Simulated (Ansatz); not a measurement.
# Calculations on C₂H₄O₂S

Part 1: Relaxation

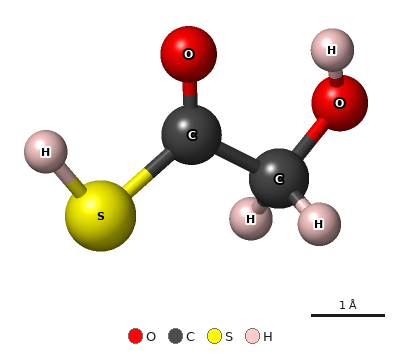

C₂H₄O₂S, before the relaxation. The picture is a ball-and-stick view, seen from a free direction.

The run prepares an end point of a later path (hydrogen shift) calculation, from a guessed geometry.

Computed with RHF/STO-3G (Ansatz 0.2.0).

The input:
```yaml
crystal:
  periodic: [false, false, false]
  atoms:
    - { symbol: O, position_ang: [-0.5327, 1.4202, -0.2043] }
    - { symbol: C, position_ang: [-0.1677, 0.4536, 0.341] }
    - { symbol: S, position_ang: [0.0092, 0.4064, 2.0676] }
    - { symbol: C, position_ang: [0.3184, -0.7961, -0.4062] }
    - { symbol: O, position_ang: [-0.1488, -0.7932, -1.7871] }
    - { symbol: H, position_ang: [-0.4188, 1.6628, 2.2823] }
    - { symbol: H, position_ang: [1.36, -0.9037, -0.361] }
    - { symbol: H, position_ang: [-0.1802, -1.6642, 0.0565] }
    - { symbol: H, position_ang: [-0.151, 0.1679, -2.006] }
basis:
  gaussian: { orbitals: STO-3G }
hamiltonian:
  xc: hf
relax:
  f_tol: 0.02
  max_steps: 50
```

Run as
```bash
ansatz run input.yaml --threads 1 --pin off --max-ram 2048MiB --backend cpu --events-out ev --progress --plain --runs-dir out
```

Predict the outcome.

Answer. After 11 accepted moves (12 points after the start) the energy has fallen by 0.380 eV. The largest force component goes from 5 to 0.0099 eV/Å. The line search rejected the trial step at point 11 of the run. The largest moves after the best rigid fit, 0.22 Å, are those of O5 and H9. Largest moves by element: O 0.22 Å, H 0.22 Å, S 0.09 Å, C 0.04 Å. Among the contacts that change: O1–C2 1.168 → 1.220 Å, C4–H7 1.048 → 1.097 Å, C2–S3 1.736 → 1.775 Å, C4–O5 1.458 → 1.430 Å. Among the angles between lasting bonds that change: O5–C4–H8 104.7° → 110.7°, O1–C2–C4 123.0° → 118.9°, O1–C2–S3 121.2° → 124.9°. Groups turn about C4–O5 by about 30°. Cost: 12 s on 1 thread of Arm Neoverse V1 (shared host), peak memory 0.11 GiB.

Final geometry:

```xyz
9

O    -0.6129    1.3780   -0.3108
C    -0.1407    0.4535    0.3295
S     0.0871    0.4506    2.0896
C     0.3054   -0.8328   -0.4250
O     0.0486   -0.6958   -1.8253
H    -0.4050    1.6753    2.2666
H     1.3740   -1.0007   -0.2397
H    -0.2364   -1.6939   -0.0143
H    -0.3317    0.2193   -1.8878
```

The end point in the same view:

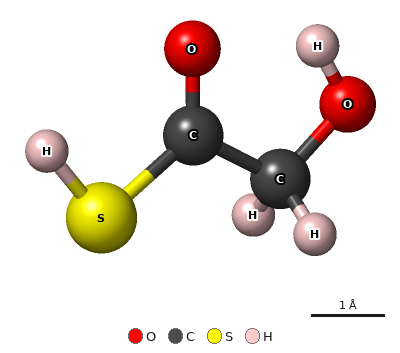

Limits of the set-up: Hartree-Fock leaves out electron correlation; STO-3G is a minimal basis, so the numbers are rough.

Part 2: Relaxation

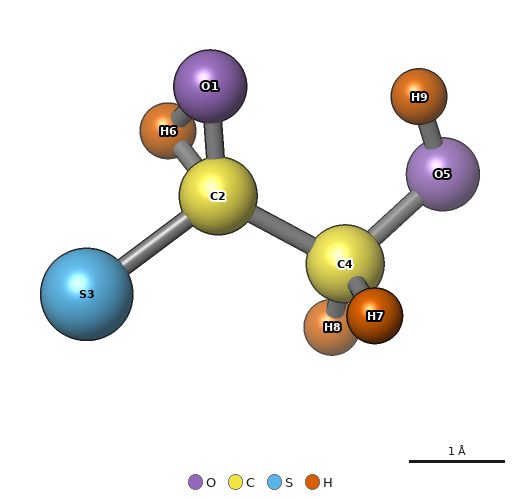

This is the input geometry for a relaxation of C2H4O2S. Style: ball-and-stick. Shown face on.

The run prepares an end point of a later path (hydrogen shift) calculation, from a guessed geometry.

Computed with Ansatz 0.2.0, RHF/STO-3G.

The input:
```yaml
crystal:
  periodic: [false, false, false]
  atoms:
    - { symbol: O, position_ang: [-0.5327, 1.4202, -0.2043] }
    - { symbol: C, position_ang: [-0.1677, 0.4536, 0.341] }
    - { symbol: S, position_ang: [0.0092, 0.4064, 2.0676] }
    - { symbol: C, position_ang: [0.3184, -0.7961, -0.4062] }
    - { symbol: O, position_ang: [-0.1488, -0.7932, -1.7871] }
    - { symbol: H, position_ang: [-1.18062, 0.85059, 0.40799] }
    - { symbol: H, position_ang: [1.36, -0.9037, -0.361] }
    - { symbol: H, position_ang: [-0.1802, -1.6642, 0.0565] }
    - { symbol: H, position_ang: [-0.151, 0.1679, -2.006] }
basis:
  gaussian: { orbitals: STO-3G }
hamiltonian:
  xc: hf
relax:
  f_tol: 0.02
  max_steps: 50
```

Run as
```bash
ansatz run input.yaml --threads 1 --pin off --max-ram 2048MiB --backend cpu --events-out ev --progress --plain --runs-dir out
```

> What does the optimiser find from here?

The atom that moves furthest after the best rigid fit is H6 (1.15 Å). Largest moves by element: H 1.15 Å, S 0.62 Å, C 0.34 Å, O 0.24 Å. Some distances before and after: C2–H6 1.090 → 1.916 Å, S3–H6 2.090 → 2.597 Å, O1–C2 1.168 → 1.384 Å, C2–S3 1.736 → 1.588 Å. Bonds break, among them: C2–H6 (1.09 → 1.92 Å). Bond angles that change, for instance: C2–O1–H6 58.4° → 106.5°, O1–C2–C4 123.0° → 107.3°, S3–C2–C4 115.4° → 127.8°. Groups turn about O1–C2 by about 65°, C2–C4 by about 30°. After 15 accepted moves (16 points after the start) the energy has fallen by 716.0 kJ/mol. Largest force component: 20 eV/Å at the start, 0.012 eV/Å at the end. The line search rejected the trial step at point 15 of the run.

Step by step:

| step | E − E(0), kJ/mol | largest force component, eV/Å | note |
| --- | --- | --- | --- |
| 0 | 0.00 | 19.5864 |  |
| 1 | -354.59 | 6.4742 |  |
| 2 | -531.43 | 4.1232 |  |
| 3 | -630.02 | 2.7280 |  |
| 4 | -645.50 | 2.2981 |  |
| 5 | -675.50 | 1.5764 |  |
| 6 | -689.64 | 0.9913 |  |
| 7 | -694.96 | 2.2179 |  |
| 8 | -710.98 | 0.4138 |  |
| 9 | -713.99 | 0.2731 |  |
| 10 | -714.63 | 0.4056 |  |
| 11 | -715.24 | 0.2883 |  |
| 12 | -715.77 | 0.1364 |  |
| 13 | -715.91 | 0.0663 |  |
| 14 | -716.00 | 0.0755 |  |
| 15 | -715.99 | 0.0671 | rejected |
| 16 | -716.02 | 0.0115 |  |

The structure at the end:

```xyz
9

O    -0.5045    1.3044   -0.2358
C    -0.2342    0.1768    0.5204
S    -0.4981    0.0458    2.0806
C     0.3743   -0.8838   -0.4331
O    -0.3068   -0.9510   -1.6928
H    -0.8996    1.9680    0.3818
H     1.4397   -0.6457   -0.5698
H     0.3136   -1.8698    0.0347
H    -0.3578   -0.0033   -1.9774
```

The end point in the same view:

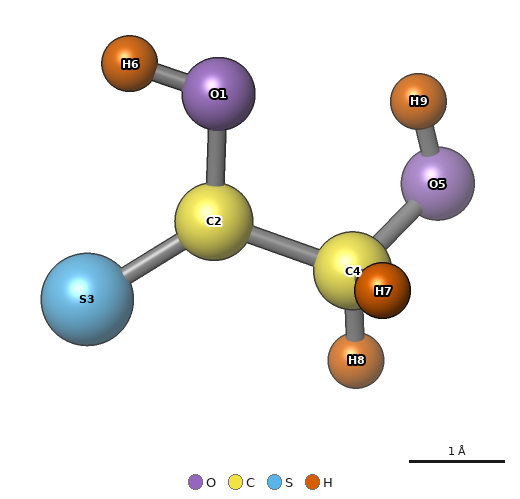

Limits of the set-up: Hartree-Fock leaves out electron correlation; STO-3G is a minimal basis, so the numbers are rough.

Part 3: Path

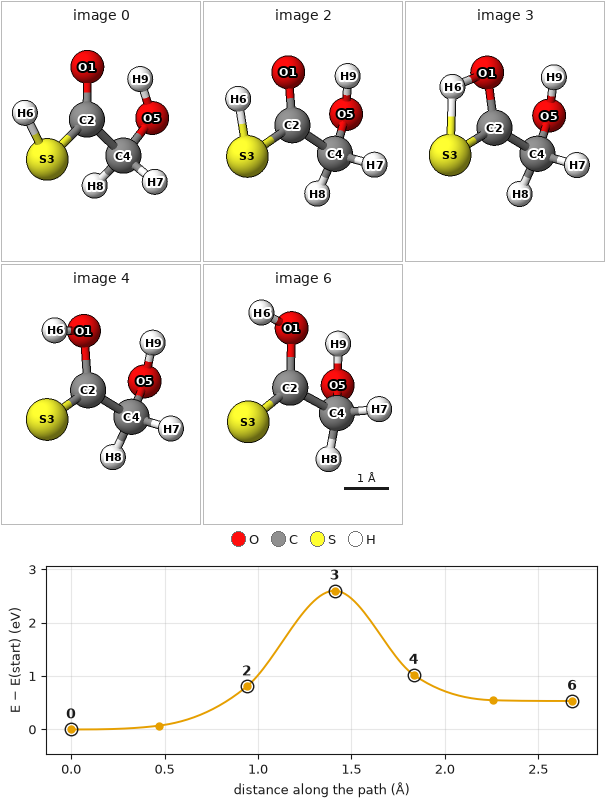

A search for the minimum-energy path of C2H4O2S by the nudged elastic band. Images are numbered from 0 (start) to 6 (end). The picture is a ball-and-stick view, seen from a free direction.

Theory: RHF/STO-3G in Ansatz 0.2.0. Run with 5 movable images; climbing image; force threshold 0.05 eV/Å; iteration limit 60; starting path through a guess of the saddle point.

> Describe the mechanism and the energy profile.

Forward barrier 2.60 eV, backward barrier 2.07 eV, with image 3 at the top; the reaction energy is +0.53 eV. A hydrogen atom shifts from one atom to another. Breaking: S3–H6 (1.33 → 1.59 at the top → 2.60 Å). Forming: O1–H6 (2.60 → 1.27 at the top → 0.99 Å). The band is converged.

Limits of the set-up: Hartree-Fock leaves out electron correlation; STO-3G is a minimal basis, so the numbers are rough.
